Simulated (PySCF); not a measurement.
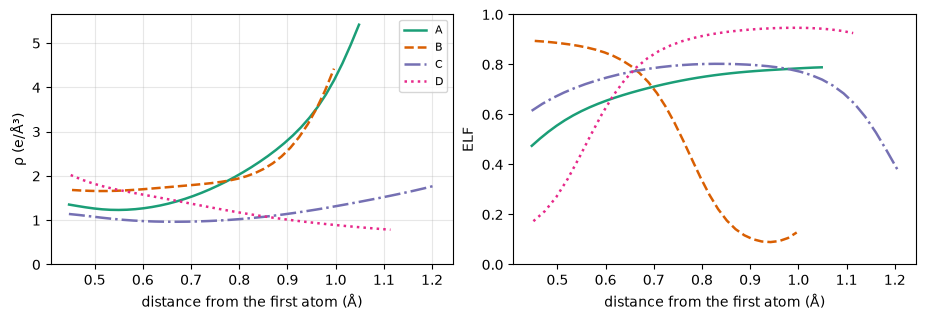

*C₄H₇ClFSi (doublet). Electron density and ELF along straight lines between neighbouring atoms. The curves leave out the atomic cores.*

Geometry: GFN2-xTB.

These are results of PySCF, UKS B3LYP, pcH-1 on C Cl F H Si, non-relativistic, mean-field spin-orbit, GIAO, not measurements.

```yaml
atoms:
  - { symbol: F, position_ang: [-2.5012, 2.0898, 0.0965] }
  - { symbol: C, position_ang: [-1.9522, 0.8324, 0.0066] }
  - { symbol: C, position_ang: [-1.6965, 0.0711, 1.2132] }
  - { symbol: C, position_ang: [-0.5375, 0.6206, 0.5122] }
  - { symbol: Si, position_ang: [0.5920, -0.4868, -0.5325] }
  - { symbol: C, position_ang: [2.0333, -1.0193, 0.6057] }
  - { symbol: Cl, position_ang: [2.9467, 0.4417, 1.0756] }
  - { symbol: H, position_ang: [-2.2685, 0.3769, -0.9243] }
  - { symbol: H, position_ang: [-2.0380, 0.2048, 2.2164] }
  - { symbol: H, position_ang: [-0.0269, 1.4605, 0.9784] }
  - { symbol: H, position_ang: [1.1326, 0.2700, -1.6617] }
  - { symbol: H, position_ang: [-0.1278, -1.6892, -0.9614] }
  - { symbol: H, position_ang: [2.7365, -1.6791, 0.1052] }
  - { symbol: H, position_ang: [1.7067, -1.4939, 1.5279] }
```

Question: Which curve belongs to which contact (C–C, C–Cl, C–F and C–Si)? The first atom named is at distance zero.

Answer: Curve A: C–F (1.37 Å): ρ is about 1.5 e/Å³ halfway, with its minimum of 1.2 e/Å³ about 0.5 Å from C; the ELF is about 0.70 at the midpoint. Curve B: C–C (1.45 Å): ρ is about 1.8 e/Å³ halfway; the ELF is about 0.65 at the midpoint and 0.10 at its lowest between the atoms. Curve C: C–Cl (1.79 Å): the density is about 1.1 e/Å³ at the midpoint, with its minimum of 0.97 e/Å³ about 0.7 Å from C; the ELF peaks at about 0.80 between the atoms (a covalent bond). Curve D: C–Si (1.90 Å): ρ is about 0.95 e/Å³ halfway; the ELF peaks at about 0.95 between the atoms; localised, covalent bonding.
